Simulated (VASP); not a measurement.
Energy against volume of FeAl (CsCl type). All values below come from AM05 GGA, VASP's PBE PAW potentials (set 64) (plane waves; VASP).

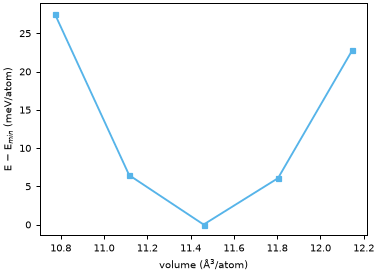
Figure: Energy against volume

### Question
Estimate the equilibrium volume and the bulk modulus.

### Answer
The minimum lies near 11.5 Å³/atom, and the curvature gives B0 of about 190 GPa.

Measured: bulk modulus 152 GPa (computed value off by +27.7 %), as given by Yamada et al., (2019), arXiv:1910.09660; a 2.910 Å (computed value off by -2.4 %), as given by Yibo Liu et al., IUCrData (2023), doi:10.1107/s2414314623010659. The calculation is for a static lattice, while the measured bulk modulus, a hold thermal and zero-point effects, which are part of the difference.

The compound is FeAl in the CsCl type structure. It was relaxed first, which changed the volume by -7 %. The run is not spin-polarised, so no magnetic state was tried.
